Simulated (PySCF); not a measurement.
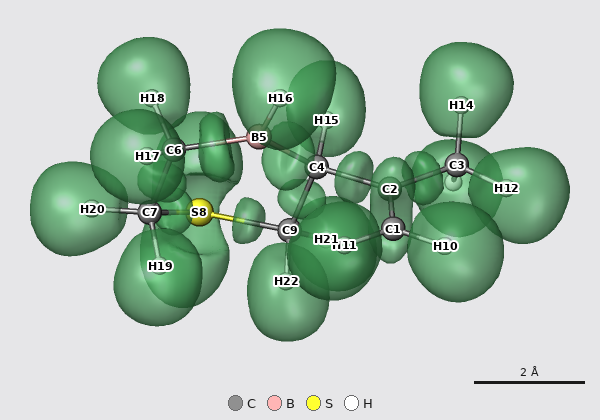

The picture shows: C7H13BS. Isosurface of the electron localisation function at 0.8 (green), seen from one side. Only the valence region is drawn (cores and ρ < 0.01 e/Å³ removed).

Geometry: GFN2-xTB.

Computed with PBE0/pcSseg-1, SCF density, gas phase, non-relativistic in PySCF 2.14.0.

```xyz
22

C    -1.7273    1.4334    0.5764
C    -1.6264    0.1534    0.2533
C    -2.8231   -0.7236    0.0496
C    -0.2758   -0.4904    0.0259
B     0.8082   -0.1408    1.1239
C     2.3404   -0.0086    0.7849
C     2.7084    0.2335   -0.6758
S     1.7972   -0.8766   -1.7918
C     0.1426   -0.2234   -1.4266
H    -2.6808    1.9148    0.7149
H    -0.8548    2.0484    0.7229
H    -3.7461   -0.1539    0.1250
H    -2.7826   -1.1982   -0.9306
H    -2.8395   -1.5140    0.8003
H    -0.4052   -1.5794    0.1184
H     0.4709   -0.0905    2.2450
H     2.8301    0.7550    1.3965
H     2.7911   -0.9587    1.0972
H     2.4726    1.2552   -0.9785
H     3.7649    0.0449   -0.8649
H    -0.5318   -0.7086   -2.1325
H     0.1564    0.8476   -1.6351
```

### Describe the localisation domains.

The surface consists of two regions between bonded B–C atoms (shared pairs), five regions between bonded C–C atoms (shared pairs), two regions between bonded C–S atoms (shared pairs), 13 regions around hydrogen nuclei and one lobe on S, pointing away from the bonds (lone pairs, which may merge into one lobe). Profiles from the grid: C–C (1.32 Å): the ELF peaks at about 0.95 between the atoms; a short, multiple covalent bond. C–B (1.57 Å): the ELF peaks at about 1 between the atoms: localised, covalent bonding.
